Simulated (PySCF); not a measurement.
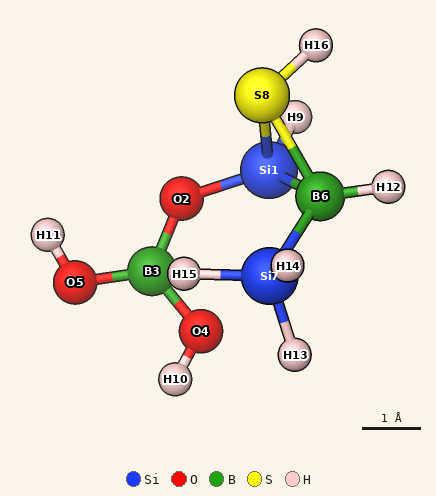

*The structure (ball-and-stick view, seen at a tilt; atoms are numbered from 1 in the order of the input).*

# Excited-state calculation of B2Si2H8SO3

The run: excited-state calculation of B2Si2H8SO3. Method and program: TDDFT CAM-B3LYP/def2-SVPD, vertical, gas phase, core orbitals frozen in the response (PySCF 2.14.0).

The geometry comes from this level: PBE0-D3(BJ)/def2-SVP.

Log
```
coarse grid: 15264 points
cycle   1  E = -1256.6168708134  dE =  9.842e-01  |g| = 1.007e+00  |ddm| = 5.643e+00
cycle   2  E = -1256.5611039316  dE =  5.577e-02  |g| = 1.200e+00  |ddm| = 3.455e+00
cycle   3  E = -1256.8191641476  dE = -2.581e-01  |g| = 7.499e-02  |ddm| = 1.605e+00
cycle   4  E = -1256.8200698002  dE = -9.057e-04  |g| = 4.911e-02  |ddm| = 2.291e-01
cycle   5  E = -1256.8205711027  dE = -5.013e-04  |g| = 1.254e-02  |ddm| = 7.853e-02
cycle   6  E = -1256.8206011706  dE = -3.007e-05  |g| = 2.926e-03  |ddm| = 2.987e-02
cycle   7  E = -1256.8206039146  dE = -2.744e-06  |g| = 7.230e-04  |ddm| = 8.951e-03
final grid: 134616 points
cycle   8  E = -1256.9915772078  dE = -3.276e-05  |g| = 1.707e-03  |ddm| = 7.150e-02
cycle   9  E = -1256.9915775245  dE = -3.166e-07  |g| = 1.474e-03  |ddm| = 7.983e-03
cycle  10  E = -1256.9915779074  dE = -3.829e-07  |g| = 2.951e-04  |ddm| = 1.973e-03
cycle  11  E = -1256.9915779254  dE = -1.799e-08  |g| = 7.279e-05  |ddm| = 6.631e-04
cycle  12  E = -1256.9915779268  dE = -1.453e-09  |g| = 2.439e-05  |ddm| = 2.141e-04
cycle  13  E = -1256.9915779270  dE = -1.728e-10  |g| = 9.762e-06  |ddm| = 5.515e-05
```

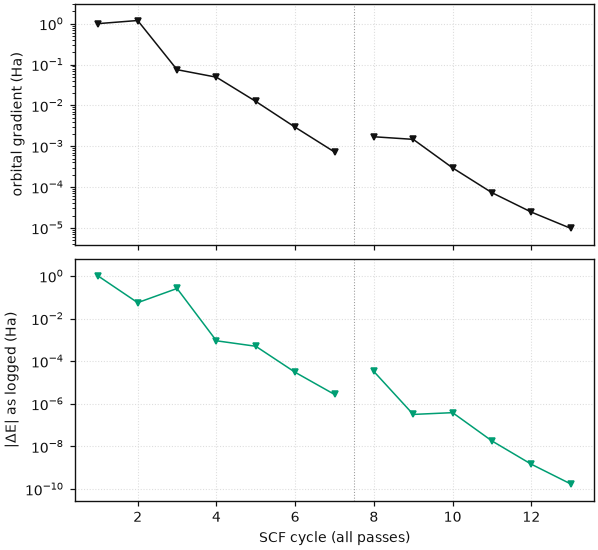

*Convergence of the self-consistent field: orbital gradient and size of the energy change against the SCF cycle. The dotted line marks the change from a coarse to the final integration grid.*

The first 7 cycles use a coarse grid, the final grid takes over at cycle 8, and the field converges after 13 cycles in all.

```
converged SCF energy = -1256.9915779270

Static polarisability (au): isotropic 115.916, principal 100.865 120.470 126.414

Singlet excitations
state   eV       nm        f      main configurations
  1   5.6123    220.9   0.12902   H->L 0.83
  2   5.8302    212.7   0.01193   H->L+1 0.56, H->L+2 0.34
  3   6.3069    196.6   0.02471   H->L+3 0.33, H->L+2 0.24, H->L+6 0.15
  4   6.4412    192.5   0.00389   H->L+3 0.18, H->L+5 0.15, H-1->L 0.13
  5   6.6167    187.4   0.00480   H-1->L 0.43, H-2->L 0.14
  6   6.7229    184.4   0.03141   H->L+4 0.32, H-2->L 0.28, H-1->L 0.14

Triplet excitations (Tamm-Dancoff, eV): 4.5548 5.5131
Vertical ionisation energy (delta-SCF) = 9.0536 eV
```

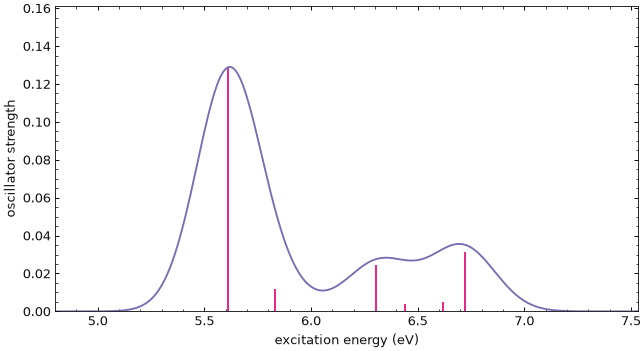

*Computed excitations as sticks (degenerate states added up, dark ones marked on the axis), with a Gaussian envelope of 0.35 eV full width at half maximum, scaled to the tallest.*

Of the 6 states the lowest lies at 5.61 eV (f = 0.129); the strongest line is at 5.61 eV, or 221 nm (f = 0.129).

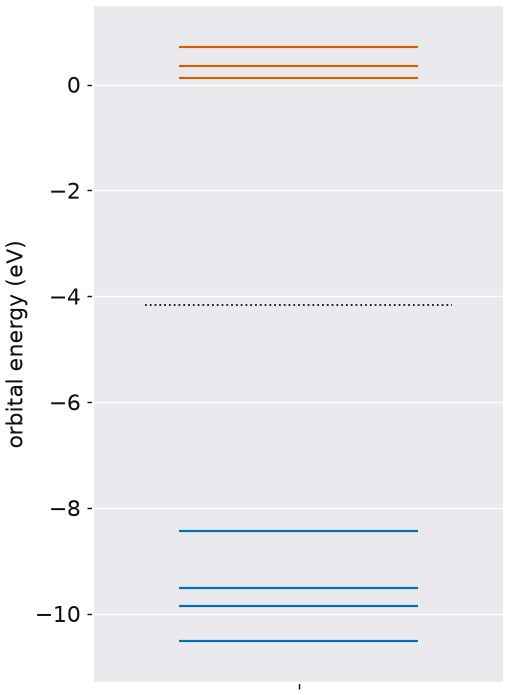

*Orbital energies near the frontier; the dotted line parts filled from empty levels, and levels within 0.02 eV of each other stand side by side.*

Highest filled −8.43 eV, lowest empty 0.12 eV, 8.55 eV apart.

The run was set up as follows.

Input file
```
{"job": {"kind": "uv", "xc": "CAM-B3LYP", "basis": "def2-SVPD", "nstates": 6, "ntriplets": 2, "ip": true}, "charge": 0, "multiplicity": 1}
Si    -0.173257     1.176345     1.043528
O      1.341404     0.493437     1.025060
B      1.659142    -0.842226     0.909288
O      0.711517    -1.765238     1.216760
O      2.901781    -1.222563     0.512755
B     -1.583890     0.759599    -0.208421
Si    -1.266900    -0.803036    -1.432147
S     -0.495133     2.353797    -0.911435
H     -0.166694     2.214517     2.109185
H      1.002029    -2.665963     1.043201
H      3.454175    -0.465027     0.295781
H     -2.719030     1.084722     0.046850
H     -1.720155    -2.085937    -0.807660
H     -1.993601    -0.655026    -2.736336
H      0.185764    -0.965684    -1.785047
H     -1.152851     3.372721    -0.309366
```

The first line tells a small driver script what to run in PySCF; the rest is the geometry in Å.

Command:
```bash
OMP_NUM_THREADS=1 python <driver script> task.json out
```

Summary

| quantity | value |
| --- | --- |
| outcome | converged |
| total energy | −1256.991578 hartree |
| HOMO | −8.43 eV |
| LUMO | 0.12 eV |
| dipole moment | 2.55 D |
| mean polarisability | 115.92 a.u. |
| vertical ionisation energy | 9.05 eV |
| lowest singlet excitation | 5.61 eV |
| hardware | 1 CPU thread, shared host |
| wall time | 4.2 min |
| peak memory | 1.3 GiB |
